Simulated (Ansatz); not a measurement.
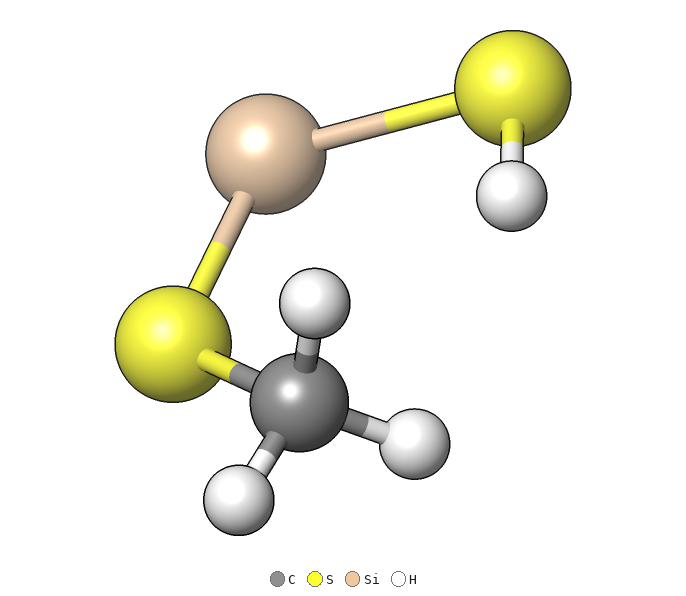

Geometry: relaxed with PBE0-D4/def2-TZVP with one coordinate held away from its value at the minimum. Program: Ansatz 0.2.0.

Tabulate dipole (D) at these levels: B3LYP-D4/def2-TZVPP; PBE-D4/def2-TZVPP; PBE0-D4/def2-TZVP; PBE0-D4/def2-TZVPP; r2SCAN-D4/def2-TZVPP.

| level | dipole (D) |
| --- | --- |
| B3LYP-D4/def2-TZVPP | 2.19 |
| PBE-D4/def2-TZVPP | 2.33 |
| PBE0-D4/def2-TZVP | 2.34 |
| PBE0-D4/def2-TZVPP | 2.32 |
| r2SCAN-D4/def2-TZVPP | 2.48 |
